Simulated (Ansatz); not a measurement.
# AlHF₂ + H₂O: a complex and its separated parts

Aim: how far the complex at one end of a reaction step lies below its separated, relaxed parts, level by level.

Computed with Ansatz 0.2.0, Gaussian basis. Level: PBE0-D4/def2-TZVP structures, single points in def2-TZVPP, no counterpoise correction.

Levels: SPW92, PBE-D4, BLYP-D4, r2SCAN-D4, B97M-V, PBE0-D4, B3LYP-D4, r2SCAN0-D4, BHLYP-D4, CAM-B3LYP-D4, wB97X-V, wB97M-V, B2PLYP, PBE-QIDH, RPA on PBE, Hartree-Fock, MP2, CCSD, CCSD(T).

Correlated methods freeze the cores. B3LYP uses VWN-RPA correlation. B2PLYP carries no dispersion term here.

20 further runs of the same task are left out: 20 set aside as unsound or not needed.

## 1. The starting structure

The complex: 7 atoms, charge 0, spin multiplicity 1.

Atoms are counted from 1 here; the program's logs count them from 0.

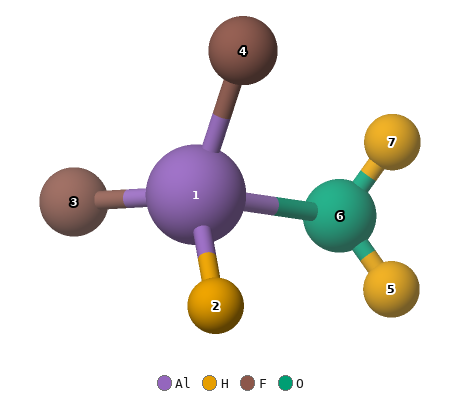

As it starts; aluminium purple, hydrogen amber, fluorine brown, oxygen teal; atoms are numbered from 1 in the order of the file.

As a file:

```mol
AlF2H3O
  3D, bonds by distance, orders not assigned

  7  6  0  0  0  0  0  0  0  0999 V2000
   -0.6427   -0.5074   -0.2448 Al  0  0
    0.0603   -1.9128   -0.1190 H   0  0
   -1.2055   -0.0482   -1.7303 F   0  0
   -1.4766    0.0959    1.0676 F   0  0
    1.7402    0.3745    0.1195 H   0  0
    0.8525    0.7425    0.0543 O   0  0
    0.6719    1.2554    0.8526 H   0  0
  1  2  8  0
  1  3  8  0
  1  4  8  0
  1  6  8  0
  5  6  8  0
  6  7  8  0
M  END
```

Its parts: AlHF₂ holds atoms 1, 2, 3, 4; H₂O holds atoms 5, 6, 7. Each part counts its atoms afresh in its own runs.

## 2. Relaxing AlHF₂ alone

relax-a/in.yaml reads:

```yaml
crystal:
  periodic: [false, false, false]
  atoms:
    - {symbol: Al, position_ang: [-0.642743, -0.507358, -0.244815]}
    - {symbol: H, position_ang: [0.060309, -1.912799, -0.118963]}
    - {symbol: F, position_ang: [-1.205522, -0.048226, -1.730319]}
    - {symbol: F, position_ang: [-1.476585, 0.095913, 1.067603]}
basis:
  gaussian: {orbitals: def2-TZVP}
hamiltonian: {xc: pbe0, dispersion: d4}
relax: {f_tol: 0.005, max_steps: 200}
```

The command line of these runs was not kept.

Log (excerpt; [...] marks lines left out):

```text
Functional definition: PBE0
  name "PBE0"
  cite "Adamo & Barone, J. Chem. Phys. 110, 6158 (1999) doi:10.1063/1.478522"
  cite "Perdew, Burke & Ernzerhof, Phys. Rev. Lett. 77, 3865 (1996) doi:10.1103/PhysRevLett.77.3865"
  parent pbe
[...]
635 factors; their error is unknown
[...]
mean field -12045.03280022 eV, -442.6467909916 hartree, gradient 6.4e-5 eV, S^2 0.000000; 0 other end points of the search recorded, 0 dependent functions left out
[...]
reference -12045.03282694 eV, -442.6467919734 hartree; 16, 16 occupied and 89, 89 virtual orbitals, 635 factors
relax step   1: F+E_penalty+E_count = -12045.06672454 eV  Δ(F+E_penalty+E_count) = +0.000e0 eV  max|allowed force component| = 1.456e0 eV/Å  Δτ_max = 0.0000 Å  (22 SCF iters, accepted)
[...]
relax step   5: F+E_penalty+E_count = -12045.24892455 eV  Δ(F+E_penalty+E_count) = -2.617e-3 eV  max|allowed force component| = 6.523e-3 eV/Å  Δτ_max = 0.0108 Å  (26 SCF iters, accepted)
[...]
relax step   6: F+E_penalty+E_count = -12045.24892672 eV  Δ(F+E_penalty+E_count) = -2.169e-6 eV  max|allowed force component| = 2.612e-4 eV/Å  Δτ_max = 0.0005 Å  (17 SCF iters, accepted)
635 factors; their error is unknown
mean field -12045.21499108 eV, -442.6534863821 hartree, gradient 3.2e-5 eV, S^2 0.000000; 1 other end points of the search recorded, 0 dependent functions left out
[...]
reference -12045.21501806 eV, -442.6534873736 hartree; 16, 16 occupied and 89, 89 virtual orbitals, 635 factors
Total energy: -12045.24895370 eV, -442.6547344856 hartree
Atom 0 at    -0.797176    -0.619283    -0.253565 Å, force    -0.000096     0.000149    -0.000261 eV/Å
Atom 1 at     0.113984    -1.876303    -0.108156 Å, force     0.000066    -0.000104     0.000193 eV/Å
Atom 2 at    -1.159416    -0.005000    -1.729113 Å, force    -0.000035     0.000044     0.000053 eV/Å
Atom 3 at    -1.421933     0.128115     1.064340 Å, force     0.000065    -0.000089     0.000015 eV/Å
Dipole moment:     0.165466    -0.228292     0.026467 e Å
```

It took 7.5 s on 2 threads, shared host; peak memory 0.17 GiB.

Relaxation path:

| step | energy from step 1 (eV) | largest force component (eV/Å) |
| --- | --- | --- |
| 1 | 0.0000 | 1.4560 |
| 2 | -0.1426 | 0.7909 |
| 3 | -0.1796 | 0.3100 |
| 4 | -0.1794 | 0.1333 |
| 5 | -0.1822 | 0.0065 |
| 6 | -0.1822 | 0.0003 |

Distances of close pairs at the start and the end, largest changes first:

| bond | before (Å) | after (Å) | change (Å) |
| --- | --- | --- | --- |
| Al1–F4 | 1.668 | 1.639 | -0.029 |
| Al1–H2 | 1.577 | 1.559 | -0.017 |
| Al1–F3 | 1.654 | 1.639 | -0.015 |

## 3. Relaxing H₂O alone

relax-b/in.yaml reads:

```yaml
crystal:
  periodic: [false, false, false]
  atoms:
    - {symbol: H, position_ang: [1.740203, 0.374541, 0.119541]}
    - {symbol: O, position_ang: [0.852524, 0.742487, 0.054261]}
    - {symbol: H, position_ang: [0.671914, 1.255443, 0.852594]}
basis:
  gaussian: {orbitals: def2-TZVP}
hamiltonian: {xc: pbe0, dispersion: d4}
relax: {f_tol: 0.005, max_steps: 200}
```

Log (excerpt; [...] marks lines left out):

```text
[... 5 set-up lines as earlier in the session ...]
[...]
239 factors; their error is unknown
[...]
mean field -2078.32268867 eV, -76.3769500709 hartree, gradient 1.4e-5 eV, S^2 0.000000; 0 other end points of the search recorded, 0 dependent functions left out
[...]
reference -2078.32270264 eV, -76.3769505842 hartree; 5, 5 occupied and 38, 38 virtual orbitals, 239 factors
relax step   1: F+E_penalty+E_count = -2078.32693967 eV  Δ(F+E_penalty+E_count) = +0.000e0 eV  max|allowed force component| = 3.351e-1 eV/Å  Δτ_max = 0.0000 Å  (23 SCF iters, accepted)
[...]
relax step   3: F+E_penalty+E_count = -2078.33732564 eV  Δ(F+E_penalty+E_count) = -2.409e-3 eV  max|allowed force component| = 1.900e-2 eV/Å  Δτ_max = 0.0107 Å  (26 SCF iters, accepted)
[...]
relax step   4: F+E_penalty+E_count = -2078.33733263 eV  Δ(F+E_penalty+E_count) = -6.995e-6 eV  max|allowed force component| = 3.056e-4 eV/Å  Δτ_max = 0.0004 Å  (27 SCF iters, accepted)
239 factors; their error is unknown
mean field -2078.33307680 eV, -76.3773318277 hartree, gradient 1.2e-5 eV, S^2 0.000000; 1 other end points of the search recorded, 0 dependent functions left out
[...]
reference -2078.33309081 eV, -76.3773323424 hartree; 5, 5 occupied and 38, 38 virtual orbitals, 239 factors
Total energy: -2078.33734663 eV, -76.3774887412 hartree
Atom 0 at     1.730328     0.387454     0.135155 Å, force    -0.000306     0.000164     0.000046 eV/Å
Atom 1 at     0.843020     0.741254     0.043980 Å, force     0.000209    -0.000091     0.000007 eV/Å
Atom 2 at     0.691293     1.243762     0.847261 Å, force     0.000096    -0.000073    -0.000054 eV/Å
Dipole moment:     0.271229     0.054833     0.329811 e Å
```

It took 1.3 s on 2 threads, shared host; peak memory 0.1 GiB.

Relaxation path:

| step | energy from step 1 (eV) | largest force component (eV/Å) |
| --- | --- | --- |
| 1 | 0.0000 | 0.3351 |
| 2 | -0.0080 | 0.1453 |
| 3 | -0.0104 | 0.0190 |
| 4 | -0.0104 | 0.0003 |

Close pairs (by a distance rule), those that changed most:

```
 bond  before (Å)  after (Å)  change (Å)
O2–H3       0.966      0.960      -0.006
H1–O2       0.963      0.960      -0.004
```

## 4. wB97M-V/def2-TZVPP

parta/in.yaml reads:

```yaml
crystal:
  periodic: [false, false, false]
  atoms:
    - {symbol: Al, position_ang: [-0.797176, -0.619283, -0.253565]}
    - {symbol: H, position_ang: [0.113984, -1.876303, -0.108156]}
    - {symbol: F, position_ang: [-1.159416, -0.005000, -1.729113]}
    - {symbol: F, position_ang: [-1.421933, 0.128115, 1.064340]}
basis:
  gaussian: {orbitals: def2-TZVPP}
hamiltonian: {xc: {name: wB97M-V}}
```

partb/in.yaml reads:

```yaml
crystal:
  periodic: [false, false, false]
  atoms:
    - {symbol: H, position_ang: [1.730328, 0.387454, 0.135155]}
    - {symbol: O, position_ang: [0.843020, 0.741254, 0.043980]}
    - {symbol: H, position_ang: [0.691293, 1.243762, 0.847261]}
basis:
  gaussian: {orbitals: def2-TZVPP}
hamiltonian: {xc: {name: wB97M-V}}
```

Output in parta (excerpt; [...] marks lines left out):

```text
Functional definition: wB97M-V
  name "wB97M-V"
  cite "Mardirossian & Head-Gordon, J. Chem. Phys. 144, 214110 (2016) doi:10.1063/1.4952647"
  cite "Becke, J. Chem. Phys. 107, 8554 (1997) doi:10.1063/1.475007"
  cite "Vydrov & Van Voorhis, J. Chem. Phys. 133, 244103 (2010) doi:10.1063/1.3521275"
  # Of w^i u^j: cxij and so on, Table III.
[...]
  gx(w, u) = 1 - cx + cx01*u + cx10*w
  gss(w, u) = css00 + css04*u^4 + css10*w + css20*w^2 + css43*w^4*u^3
  gos(w, u) = cos00 + cos10*w + (cos20 + cos21*u)*w^2 + (cos60 + cos61*u)*w^6
[...]
      + integral(e_c_pw_mod_opposite_spin*gos(b97_w_opposite, b97_u_opposite)) + vv10(b, c)
643 factors; their error is unknown
138 factors; integrals over basis functions are off by at most 1.8e-5 eV
[...]
mean field -12051.91910197 eV, -442.8998579132 hartree, gradient 2.8e-5 eV, S^2 0.000000; 0 other end points of the search recorded, 0 dependent functions left out
reference -12051.91914604 eV, -442.8998595328 hartree; 16, 16 occupied and 102, 102 virtual orbitals, 643 factors
Total energy: -12051.91914604 eV, -442.8998595328 hartree
```

Log of partb (excerpt; [...] marks lines left out):

```text
[... 5 set-up lines as earlier in the session ...]
  # Of w^i u^j: cxij and so on, Table III.
[...]
  gx(w, u) = 1 - cx + cx01*u + cx10*w
  gss(w, u) = css00 + css04*u^4 + css10*w + css20*w^2 + css43*w^4*u^3
  gos(w, u) = cos00 + cos10*w + (cos20 + cos21*u)*w^2 + (cos60 + cos61*u)*w^6
[...]
      + integral(e_c_pw_mod_opposite_spin*gos(b97_w_opposite, b97_u_opposite)) + vv10(b, c)
269 factors; their error is unknown
69 factors; integrals over basis functions are off by at most 2.2e-5 eV
[...]
mean field -2079.85938122 eV, -76.4334224807 hartree, gradient 2.9e-5 eV, S^2 0.000000; 0 other end points of the search recorded, 0 dependent functions left out
reference -2079.85940323 eV, -76.4334232895 hartree; 5, 5 occupied and 54, 54 virtual orbitals, 269 factors
Total energy: -2079.85940323 eV, -76.4334232895 hartree
```

They took 3.1 s (parta), 0.7 s (partb) on 2 threads, shared host; peak memory 0.22 GiB.

## 5. CCSD(T)/def2-TZVPP

Each input of step 4 (parta, partb) changes in the same lines:

```diff
-hamiltonian: {xc: {name: wB97M-V}}
+correlation: {method: ccsd_t}
```

parta printed (excerpt; [...] marks lines left out):

```text
Functional definition: HF
  name "HF"
  cite "Fock, Z. Phys. 61, 126 (1930) doi:10.1007/BF01340294"
[... 1 set-up line as earlier in the session ...]
[...]
742 factors; integrals over basis functions are off by at most 1.6e-3 eV
[...]
mean field -12017.39083036 eV, -441.6309673355 hartree, gradient 3.5e-6 eV, S^2 0.000000; 0 other end points of the search recorded, 0 dependent functions left out
7 core orbitals not correlated: weight in the atoms' cores, before any rotation towards them, 1.000 or more for the frozen orbitals, at most 0.000 for the correlated occupied ones
reference -12017.39083036 eV, -441.6309673355 hartree; 9, 9 occupied and 102, 102 virtual orbitals, 742 factors
second order -15.82034769 eV of doubles, -0.00000000 eV of singles
cycle   1  -15.60288436 eV  change    2.2e-1 eV  update   8.5e-2
[...]
cycle   9  -15.99177811 eV  change    2.4e-6 eV  update   9.9e-6
perturbative correction -0.42212918 eV, -0.0155129613 hartree
Total energy: -12033.80473765 eV, -442.2341673027 hartree
```

partb printed (excerpt; [...] marks lines left out):

```text
[... 4 set-up lines as earlier in the session ...]
[...]
361 factors; integrals over basis functions are off by at most 7.6e-4 eV
[...]
mean field -2069.76240487 eV, -76.0623654435 hartree, gradient 3.6e-6 eV, S^2 0.000000; 0 other end points of the search recorded, 0 dependent functions left out
1 core orbitals not correlated: weight in the atoms' cores, before any rotation towards them, 1.000 or more for the frozen orbitals, at most 0.000 for the correlated occupied ones
reference -2069.76240487 eV, -76.0623654435 hartree; 4, 4 occupied and 54, 54 virtual orbitals, 361 factors
second order -7.10556919 eV of doubles, -0.00000000 eV of singles
cycle   1  -7.11162983 eV  change   -6.1e-3 eV  update   4.1e-2
[...]
cycle   8  -7.26608639 eV  change    3.4e-6 eV  update   7.2e-6
perturbative correction -0.20740360 eV, -0.0076219416 hartree
Total energy: -2077.23589485 eV, -76.3370111347 hartree
```

Wall times: 6 s (parta), 0.5 s (partb) on 2 threads, shared host; peak memory 0.51 GiB.

## 6. Vibrations of AlHF₂

vib-parta/in.yaml reads:

```yaml
crystal:
  periodic: [false, false, false]
  atoms:
    - {symbol: Al, position_ang: [-0.797176, -0.619283, -0.253565]}
    - {symbol: H, position_ang: [0.113984, -1.876303, -0.108156]}
    - {symbol: F, position_ang: [-1.159416, -0.005000, -1.729113]}
    - {symbol: F, position_ang: [-1.421933, 0.128115, 1.064340]}
basis:
  gaussian: {orbitals: def2-TZVP}
hamiltonian: {xc: pbe0, dispersion: d4}
phonons: {temperatures: {t_min: 298.15, t_max: 900, t_step: 200}}
```

Log (excerpt; [...] marks lines left out):

```text
[... 5 set-up lines as earlier in the session ...]
[...]
635 factors; their error is unknown
[...]
mean field -12045.21499070 eV, -442.6534863683 hartree, gradient 6.3e-5 eV, S^2 0.000000; 0 other end points of the search recorded, 0 dependent functions left out
[...]
reference -12045.21501768 eV, -442.6534873597 hartree; 16, 16 occupied and 89, 89 virtual orbitals, 635 factors
[... from here to the last solve, the lines of the solves are left out (23 solves) ...]
635 factors; their error is unknown
mean field -12045.21491990 eV, -442.6534837666 hartree, gradient 1.1e-6 eV, S^2 0.000000; 0 other end points of the search recorded, 0 dependent functions left out
[...]
reference -12045.21494689 eV, -442.6534847582 hartree; 16, 16 occupied and 89, 89 virtual orbitals, 635 factors
Total energy: -12045.24895333 eV, -442.6547344718 hartree
Atom 0 at    -0.797176    -0.619283    -0.253565 Å, force    -0.000059     0.000145    -0.000241 eV/Å
Atom 1 at     0.113984    -1.876303    -0.108156 Å, force     0.000053    -0.000103     0.000186 eV/Å
Atom 2 at    -1.159416    -0.005000    -1.729113 Å, force    -0.000046     0.000045     0.000032 eV/Å
Atom 3 at    -1.421933     0.128115     1.064340 Å, force     0.000052    -0.000087     0.000024 eV/Å
Dipole moment:     0.165466    -0.228292     0.026467 e Å
Vibrations: 260.94 491.53 651.24 782.62 931.69 2034.21 cm⁻¹, zero-point energy 0.319398 eV
```

It took 19 s on 2 threads, shared host; peak memory 0.17 GiB.

The modes, with what each moves most:

```csv
mode,wavenumber (cm⁻¹),character
1,261,bend
2,492,out-of-plane bend
3,651,bend
4,783,Al–F stretch
5,932,Al–F stretch
6,2034,Al–H stretch
```

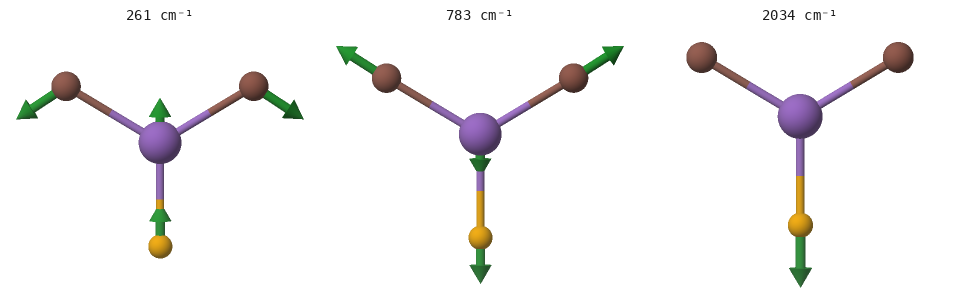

Displacements of 3 modes, as arrows.

Vibrational sums (real modes only):

| T (K) | entropy (J/mol/K) | heat capacity (J/mol/K) |
| --- | --- | --- |
| 298 | 12.8 | 21.3 |
| 498 | 26.6 | 32.3 |
| 698 | 38.5 | 38.1 |
| 898 | 48.6 | 41.6 |

## 7. Vibrations of H₂O

vib-partb/in.yaml reads:

```yaml
crystal:
  periodic: [false, false, false]
  atoms:
    - {symbol: H, position_ang: [1.730328, 0.387454, 0.135155]}
    - {symbol: O, position_ang: [0.843020, 0.741254, 0.043980]}
    - {symbol: H, position_ang: [0.691293, 1.243762, 0.847261]}
basis:
  gaussian: {orbitals: def2-TZVP}
hamiltonian: {xc: pbe0, dispersion: d4}
phonons: {temperatures: {t_min: 298.15, t_max: 900, t_step: 200}}
```

Log (excerpt; [...] marks lines left out):

```text
[... 5 set-up lines as earlier in the session ...]
[...]
239 factors; their error is unknown
[...]
mean field -2078.33307680 eV, -76.3773318278 hartree, gradient 1.2e-5 eV, S^2 0.000000; 0 other end points of the search recorded, 0 dependent functions left out
[...]
reference -2078.33309081 eV, -76.3773323424 hartree; 5, 5 occupied and 38, 38 virtual orbitals, 239 factors
[...]
239 factors; their error is unknown
[...]
mean field -2078.33305992 eV, -76.3773312072 hartree, gradient 1.2e-6 eV, S^2 0.000000; 0 other end points of the search recorded, 0 dependent functions left out
[...]
reference -2078.33307393 eV, -76.3773317220 hartree; 5, 5 occupied and 38, 38 virtual orbitals, 239 factors
[...]
mean field -2078.33296352 eV, -76.3773276648 hartree, gradient 1.2e-6 eV, S^2 0.000000; 0 other end points of the search recorded, 0 dependent functions left out
[...]
reference -2078.33297750 eV, -76.3773281785 hartree; 5, 5 occupied and 38, 38 virtual orbitals, 239 factors
[...]
239 factors; their error is unknown
mean field -2078.33295662 eV, -76.3773274111 hartree, gradient 1.2e-6 eV, S^2 0.000000; 0 other end points of the search recorded, 0 dependent functions left out
[...]
reference -2078.33297065 eV, -76.3773279267 hartree; 5, 5 occupied and 38, 38 virtual orbitals, 239 factors
Total energy: -2078.33734664 eV, -76.3774887412 hartree
Atom 0 at     1.730328     0.387454     0.135155 Å, force    -0.000196     0.000121     0.000060 eV/Å
Atom 1 at     0.843020     0.741254     0.043980 Å, force     0.000078     0.000016     0.000095 eV/Å
Atom 2 at     0.691293     1.243762     0.847261 Å, force     0.000118    -0.000137    -0.000155 eV/Å
Dipole moment:     0.271229     0.054834     0.329812 e Å
Vibrations: 1622.91 3851.55 3959.28 cm⁻¹, zero-point energy 0.584818 eV
```

Run time: 1.1 s. Hardware: 2 threads, shared host; peak memory 0.1 GiB.

The modes, with what each moves most:

```
mode  wavenumber (cm⁻¹)    character
   1               1623         bend
   2               3852  O–H stretch
   3               3959  O–H stretch
```

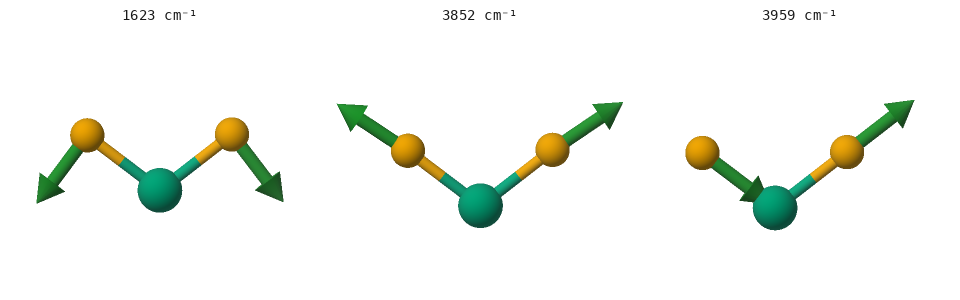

How the atoms move in 3 of the modes.

Vibrational sums (real modes only):

```
T (K)  entropy (J/mol/K)  heat capacity (J/mol/K)
  298                0.0                      0.2
  498                0.4                      1.7
  698                1.4                      3.9
  898                2.6                      6.1
```

## 8. Complex less separated parts

The complex's own energies come from single points at the same levels. Levels not printed above were run the same way.

Rows are in def2-TZVPP; times add the 3 runs of a level on a shared host, so small differences are noise.

Differences are taken before rounding.

```csv
method,rung,complex less parts (kJ/mol),from CCSD(T) (kJ/mol),time
SPW92,LDA,-129.9,-23.3,2.1 s
PBE-D4,GGA,-103.1,+3.5,3.2 s
BLYP-D4,GGA,-96.4,+10.2,3.7 s
r2SCAN-D4,meta-GGA,-114.3,-7.7,6.4 s
B97M-V,meta-GGA,-111.1,-4.5,11 s
PBE0-D4,hybrid,-109.4,-2.8,4.2 s
B3LYP-D4,hybrid,-104.2,+2.4,4.3 s
r2SCAN0-D4,hybrid,-117.3,-10.7,7.3 s
BHLYP-D4,hybrid,-113.4,-6.8,4.2 s
CAM-B3LYP-D4,range-separated hybrid,-111.5,-4.8,4.6 s
wB97X-V,range-separated hybrid,-109.9,-3.3,11 s
wB97M-V,range-separated hybrid,-110.1,-3.5,12 s
B2PLYP,double hybrid,-102.4,+4.2,6.4 s
PBE-QIDH,double hybrid,-110.9,-4.3,6.9 s
RPA on PBE,RPA,-99.7,+7.0,7.2 s
Hartree-Fock,wavefunction,-101.6,+5.0,
MP2,wavefunction,-105.7,+0.9,
CCSD,wavefunction,-105.8,+0.8,
CCSD(T),wavefunction,-106.6,0,62 s
```

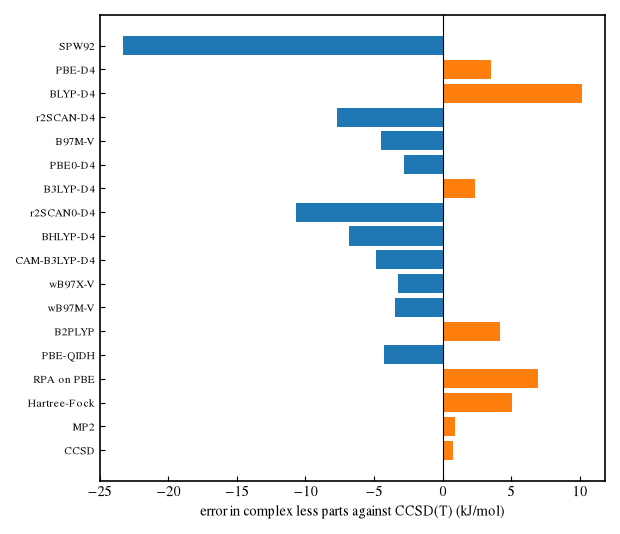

How far each level lands from CCSD(T).

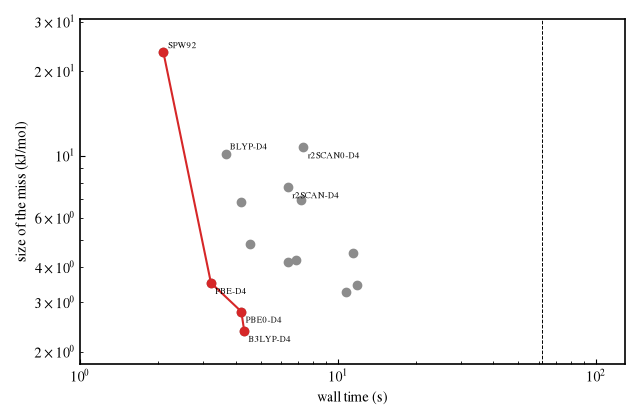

Miss against cost. Red marks the levels that no quicker level drawn beats (of those quicker than the yardstick), and the dashed line is the time of CCSD(T). Only those levels and the largest misses are named. Times are from a shared host.

B3LYP-D4 reaches 2.4 kJ/mol from the reference in 4.3 s, where CCSD(T) took 62 s; the quickest level in the cost chart, SPW92, takes 2.1 s and misses by 23.3 kJ/mol.

The complex's zero-point energy, from a separate PBE0-D4 run, is 1.020 eV.

## 9. What came out

| quantity | value |
| --- | --- |
| complex less parts, CCSD(T)/def2-TZVPP | -106.6 kJ/mol |
| with zero-point energy | -95.5 kJ/mol |
| largest T1 diagnostic | 0.013 |

At CCSD(T) the complex lies 106.6 kJ/mol below its parts. B3LYP-D4 is the best functional here (+2.4 kJ/mol from CCSD(T)); SPW92 is the worst (-23.3 kJ/mol). Mean unsigned error by rung: LDA 23.3, GGA 6.8, meta-GGA 6.1, hybrid 5.7, range-separated hybrid 3.9, double hybrid 4.2 kJ/mol. PBE-D4 gives a relative energy 3.5 kJ/mol too high, inside chemical accuracy (1 kcal/mol, 4.2 kJ/mol). No counterpoise was applied, and triple zeta lacks some correlation, so the CCSD(T) reference has a basis error of its own, and close matches with it are partly luck.
